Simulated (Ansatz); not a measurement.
**Si2H4Cl2 (built from SMILES [SiH3][SiH](Cl)Cl): search for a transition state, part 1 of 2**

Wanted: the transition state of a extrusion of a silylene or germylene (form Si1–H3 and break Si1–Si2, Si2–H3). The guess is relaxed with those distances held, a saddle search follows, and vibrations and two downhill relaxations check it.

Program: Ansatz 0.2.0, Gaussian basis. Level of theory: PBE0-D4, def2-SVP first, then def2-TZVP. These are calculated values, not measurements.

114 further runs of the same task are left out: 114 set aside as unsound or not needed.

**1. The system as given**

The guess: 8 atoms, charge 0, spin multiplicity 1.

Atoms are counted from 1 here; the program's logs count them from 0.

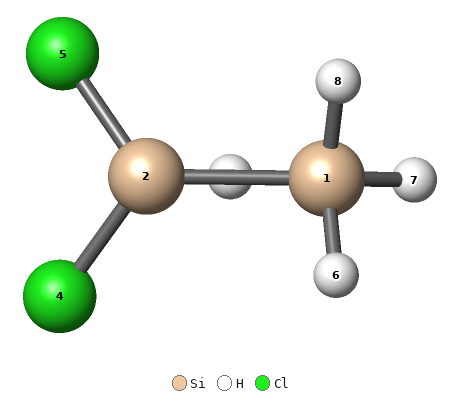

As it starts; silicon light orange, hydrogen white, chlorine green; atoms are numbered from 1 in the order of the file.

Geometry (Å):

```xyz
8
charge 0, multiplicity 1
Si   -0.1122   -0.3024    1.1381
Si   -0.0366    0.8073   -0.9676
H     0.3589   -1.0593   -0.6615
Cl   -1.3953    0.4991   -2.4466
Cl    1.6894    1.2372   -1.9493
H    -1.5343   -0.0546    1.3683
H     0.0942   -1.6378    1.7666
H     0.9358    0.5105    1.7521
```

Distances that are to change: Si1–H3 2.01 Å, Si1–Si2 2.38 Å, Si2–H3 1.93 Å.

**2. Relaxing the guess with the reacting distances held**

Contents of hold/in.yaml:

```yaml
crystal:
  periodic: [false, false, false]
  atoms:
    - {symbol: Si, position_ang: [-0.112200, -0.302400, 1.138100]}
    - {symbol: Si, position_ang: [-0.036600, 0.807300, -0.967600]}
    - {symbol: H, position_ang: [0.358900, -1.059300, -0.661500]}
    - {symbol: Cl, position_ang: [-1.395300, 0.499100, -2.446600]}
    - {symbol: Cl, position_ang: [1.689400, 1.237200, -1.949300]}
    - {symbol: H, position_ang: [-1.534300, -0.054600, 1.368300]}
    - {symbol: H, position_ang: [0.094200, -1.637800, 1.766600]}
    - {symbol: H, position_ang: [0.935800, 0.510500, 1.752100]}
basis:
  gaussian: {orbitals: def2-SVP}
hamiltonian: {xc: pbe0, dispersion: d4}
relax: {f_tol: 0.04, max_steps: 150, escape_saddle: false, constraints: [{distance: [0, 2]}, {distance: [0, 1]}, {distance: [1, 2]}]}
```

On the command line:

```sh
$ ansatz run in.yaml --threads 4 --pin off --events-out ev --progress --plain --max-ram 9574MiB
```

The program printed, cut to the lines that bear on the results:

```text
Functional definition: PBE0
  name "PBE0"
  cite "Adamo & Barone, J. Chem. Phys. 110, 6158 (1999) doi:10.1063/1.478522"
  cite "Perdew, Burke & Ernzerhof, Phys. Rev. Lett. 77, 3865 (1996) doi:10.1103/PhysRevLett.77.3865"
  parent pbe
[...]
913 factors; integrals over basis functions are off by at most 5.8e-4 eV
[...]
mean field -40837.77084662 eV, -1500.7603977781 hartree, gradient 2.0e-5 eV, S^2 0.000000; 0 other end points of the search recorded, 0 dependent functions left out
[...]
reference -40837.77087213 eV, -1500.7603987156 hartree; 33, 33 occupied and 59, 59 virtual orbitals, 913 factors
relax step   1: F+E_penalty+E_count = -40838.00096709 eV  Δ(F+E_penalty+E_count) = +0.000e0 eV  max|allowed force component| = 8.602e-1 eV/Å  Δτ_max = 0.0000 Å  (24 SCF iters, accepted)
[...]
relax step   3: F+E_penalty+E_count = -40838.15429975 eV  Δ(F+E_penalty+E_count) = -1.632e-2 eV  max|allowed force component| = 1.323e-1 eV/Å  Δτ_max = 0.0520 Å  (23 SCF iters, accepted)
[...]
relax step   4: F+E_penalty+E_count = -40838.15604501 eV  Δ(F+E_penalty+E_count) = -1.745e-3 eV  max|allowed force component| = 1.409e-2 eV/Å  Δτ_max = 0.0171 Å  (24 SCF iters, accepted)
  distance Si 0 - H 2 held at 2.008331 Å   reaction = +5.3529e-1 eV/Å
  distance Si 0 - Si 1 held at 2.381412 Å   reaction = +1.4102e-2 eV/Å
  distance Si 1 - H 2 held at 1.932437 Å   reaction = +1.1765e0 eV/Å
913 factors; integrals over basis functions are off by at most 6.0e-4 eV
mean field -40837.92733276 eV, -1500.7661485374 hartree, gradient 3.1e-5 eV, S^2 0.000000; 1 other end points of the search recorded, 0 dependent functions left out
[...]
reference -40837.92735809 eV, -1500.7661494686 hartree; 33, 33 occupied and 59, 59 virtual orbitals, 913 factors
Total energy: -40838.15607035 eV, -1500.7745544890 hartree
Atom 0 at    -0.120283    -0.269437     1.134354 Å, force     0.125265    -0.188997    -0.492072 eV/Å
Atom 1 at    -0.034258     0.806207    -0.988548 Å, force     0.241134    -1.146323     0.204303 eV/Å
Atom 2 at     0.359572    -1.055225    -0.650490 Å, force    -0.366470     1.339387     0.274956 eV/Å
Atom 3 at    -1.456075     0.418661    -2.443584 Å, force    -0.002819     0.003255     0.001120 eV/Å
Atom 4 at     1.774385     1.191064    -1.920996 Å, force     0.000514     0.007442     0.003279 eV/Å
Atom 5 at    -1.543982     0.021738     1.482540 Å, force     0.010394    -0.005870     0.003228 eV/Å
Atom 6 at     0.140829    -1.689241     1.533651 Å, force    -0.003873     0.002897     0.006797 eV/Å
Atom 7 at     0.879713     0.576233     1.853173 Å, force    -0.004145    -0.011792    -0.001611 eV/Å
Dipole moment:    -0.061251     0.003183     0.374125 e Å
```

It took 4.3 s on 4 threads of Arm Neoverse V2, shared host.

Relaxation path:

```
step  energy from step 1 (eV)  largest force component (eV/Å)
   1                   0.0000                          0.8602
   2                  -0.1370                          0.2970
   3                  -0.1533                          0.1323
   4                  -0.1551                          0.0141
```

Close pairs (by a distance rule), those that changed most:

```
   bond  before (Å)  after (Å)  change (Å)
Si2–Cl5       2.032      2.071      +0.039
Si2–Cl4       2.032      2.071      +0.039
 Si1–H6       1.462      1.494      +0.033
 Si1–H8       1.462      1.494      +0.032
 Si1–H7       1.490      1.498      +0.008
Si1–Si2       2.381      2.381      +0.000
```

**3. A starting Hessian**

Contents of hessian/in.yaml:

```yaml
crystal:
  periodic: [false, false, false]
  atoms:
    - {symbol: Si, position_ang: [-0.120283, -0.269437, 1.134354]}
    - {symbol: Si, position_ang: [-0.034258, 0.806207, -0.988548]}
    - {symbol: H, position_ang: [0.359572, -1.055225, -0.650490]}
    - {symbol: Cl, position_ang: [-1.456075, 0.418661, -2.443584]}
    - {symbol: Cl, position_ang: [1.774385, 1.191064, -1.920996]}
    - {symbol: H, position_ang: [-1.543982, 0.021738, 1.482540]}
    - {symbol: H, position_ang: [0.140829, -1.689241, 1.533651]}
    - {symbol: H, position_ang: [0.879713, 0.576233, 1.853173]}
basis:
  gaussian: {orbitals: def2-SVP}
hamiltonian: {xc: pbe0, dispersion: d4}
phonons: {}
scf: {lower_state_search: off}
```

On the command line:

```sh
$ ansatz run in.yaml --threads 4 --pin off --events-out ev --progress --plain --max-ram 9574MiB
```

The program printed, cut to the lines that bear on the results:

```text
[... 5 set-up lines as earlier in the session ...]
[...]
916 factors; integrals over basis functions are off by at most 2.7e-4 eV
[...]
mean field -40837.92733178 eV, -1500.7661485018 hartree, gradient 3.4e-6 eV, S^2 0.000000; 0 other end points of the search recorded, 0 dependent functions left out
[...]
reference -40837.92735713 eV, -1500.7661494332 hartree; 33, 33 occupied and 59, 59 virtual orbitals, 916 factors
[... from here to the last solve, the lines of the solves are left out (47 solves) ...]
916 factors; integrals over basis functions are off by at most 2.7e-4 eV
mean field -40837.92730764 eV, -1500.7661476145 hartree, gradient 9.8e-6 eV, S^2 0.000000; 0 other end points of the search recorded, 0 dependent functions left out
[...]
WARN: phonons: modes at or below zero, which the zero-point energy, F, S and C_V leave out: 2, the lowest at -616.08 cm⁻¹. A minimum has none, and a first-order saddle one
[...]
Atom 0 at    -0.120283    -0.269437     1.134354 Å, force     0.125282    -0.188993    -0.492076 eV/Å
Atom 1 at    -0.034258     0.806207    -0.988548 Å, force     0.241124    -1.146342     0.204305 eV/Å
Atom 2 at     0.359572    -1.055225    -0.650490 Å, force    -0.366471     1.339389     0.274958 eV/Å
Atom 3 at    -1.456075     0.418661    -2.443584 Å, force    -0.002813     0.003264     0.001123 eV/Å
Atom 4 at     1.774385     1.191064    -1.920996 Å, force     0.000518     0.007448     0.003272 eV/Å
Atom 5 at    -1.543982     0.021738     1.482540 Å, force     0.010383    -0.005866     0.003231 eV/Å
Atom 6 at     0.140829    -1.689241     1.533651 Å, force    -0.003873     0.002898     0.006800 eV/Å
Atom 7 at     0.879713     0.576233     1.853173 Å, force    -0.004152    -0.011796    -0.001614 eV/Å
Dipole moment:    -0.061250     0.003182     0.374126 e Å
Vibrations: -616.08 -173.46 101.83 161.40 297.43 347.23 540.77 577.85 612.70 679.28 806.08 830.02 980.66 1002.02 1073.54 2194.71 2212.62 2240.63 cm⁻¹, zero-point energy 0.908728 eV
Checks for a lower state left out: stability, starts, cluster_reference, orbital_swaps, neighbouring_geometries, increment
```

Wall time 29 s (4 threads of Arm Neoverse V2, shared host).

The structure is not stationary yet, so these wavenumbers are no spectrum; the search needs only the force constants.

**4. Saddle search in the small basis**

The search itself is an outer loop (partitioned rational-function steps, Bofill update of the Hessian). Each step is one single-point run with forces. It stops when the largest force is under 0.04 eV/Å and the followed curvature is negative. The first step's input:

Contents of presaddle/in.yaml:

```yaml
crystal:
  periodic: [false, false, false]
  atoms:
    - {symbol: Si, position_ang: [-0.120283, -0.269437, 1.134354]}
    - {symbol: Si, position_ang: [-0.034258, 0.806207, -0.988548]}
    - {symbol: H, position_ang: [0.359572, -1.055225, -0.650490]}
    - {symbol: Cl, position_ang: [-1.456075, 0.418661, -2.443584]}
    - {symbol: Cl, position_ang: [1.774385, 1.191064, -1.920996]}
    - {symbol: H, position_ang: [-1.543982, 0.021738, 1.482540]}
    - {symbol: H, position_ang: [0.140829, -1.689241, 1.533651]}
    - {symbol: H, position_ang: [0.879713, 0.576233, 1.853173]}
basis:
  gaussian: {orbitals: def2-SVP}
hamiltonian: {xc: pbe0, dispersion: d4}
output: {forces: true}
scf: {lower_state_search: off}
```

On the command line:

```sh
$ ansatz run in.yaml --threads 4 --pin off --events-out ev --progress --plain --max-ram 9574MiB
```

Step by step:

```csv
step,energy (eV),largest force (eV/Å),followed curvature (eV/Å²)
1,-40838.15605,1.3394,-9.09
2,-40838.33205,0.7260,-9.09
3,-40838.36434,0.6406,-9.13
4,-40838.38694,0.1624,-9.52
5,-40838.38976,0.0869,-9.55
6,-40838.39670,0.1206,-9.54
7,-40838.41614,0.2273,-9.51
8,-40838.40681,0.3946,-9.44
9,-40838.42521,0.1421,-9.44
10,-40838.42679,0.0774,-9.44
11,-40838.42229,0.2696,-9.43
12,-40838.42815,0.0678,-9.39
13,-40838.42181,0.3119,-9.41
14,-40838.42843,0.0580,-9.43
15,-40838.42763,0.1648,-9.43
16,-40838.42826,0.0746,-9.44
17,-40838.42883,0.0182,-9.44
```

The 17 steps took 12 s in all (4 threads of Arm Neoverse V2, shared host).

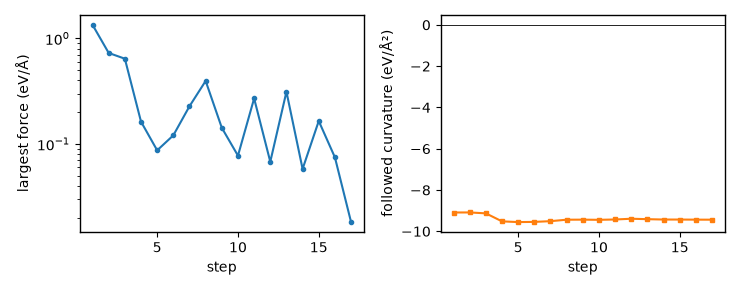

Largest force and followed curvature during the search.

**5. Saddle search in triple zeta**

A small driver takes partitioned rational-function steps: uphill along one mode, downhill along the rest. It calls the program once a step for energy and forces and updates the Hessian by Bofill's formula. It stops when the largest force is under 0.01 eV/Å and the followed curvature is negative. The first step's input:

Contents of saddle/in.yaml:

```yaml
crystal:
  periodic: [false, false, false]
  atoms:
    - {symbol: Si, position_ang: [-0.173910, -0.287400, 1.097943]}
    - {symbol: Si, position_ang: [-0.165396, 0.815858, -1.005291]}
    - {symbol: H, position_ang: [0.415911, -0.709073, -0.488781]}
    - {symbol: Cl, position_ang: [-1.256785, -0.002313, -2.576176]}
    - {symbol: Cl, position_ang: [1.690568, 1.379331, -1.751729]}
    - {symbol: H, position_ang: [-1.399097, 0.232652, 1.786533]}
    - {symbol: H, position_ang: [-0.188649, -1.768165, 1.332735]}
    - {symbol: H, position_ang: [1.077258, 0.339108, 1.604865]}
basis:
  gaussian: {orbitals: def2-TZVP}
hamiltonian: {xc: pbe0, dispersion: d4}
output: {forces: true}
scf: {lower_state_search: off}
```

On the command line:

```sh
$ ansatz run in.yaml --threads 4 --pin off --events-out ev --progress --plain --max-ram 9574MiB
```

Step by step:

```csv
step,energy (eV),largest force (eV/Å),followed curvature (eV/Å²)
1,-40852.80169,0.2217,-9.44
2,-40852.80833,0.0283,-9.44
3,-40852.80846,0.0180,-9.46
4,-40852.80847,0.0035,-9.12
```

The 4 steps took 6.9 s in all (4 threads of Arm Neoverse V2, shared host).

The point found:

```xyz
8

Si   -0.1709   -0.2832    1.0960
Si   -0.1571    0.8119   -0.9993
H     0.4112   -0.7083   -0.4883
Cl   -1.2579    0.0125   -2.5537
Cl    1.6847    1.3576   -1.7539
H    -1.4031    0.2198    1.7641
H    -0.1729   -1.7565    1.3251
H     1.0659    0.3463    1.6101
```

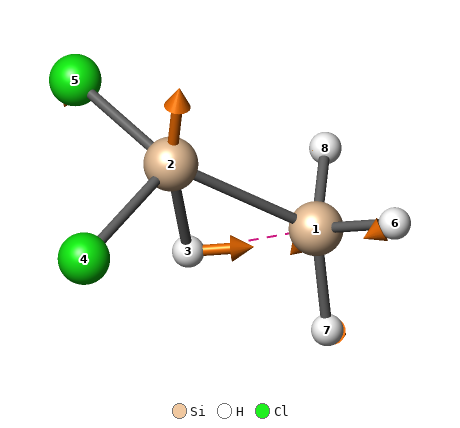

The point found; broken lines mark the pairs that react, arrows the followed mode.

(Continued in part 2 of 2.)
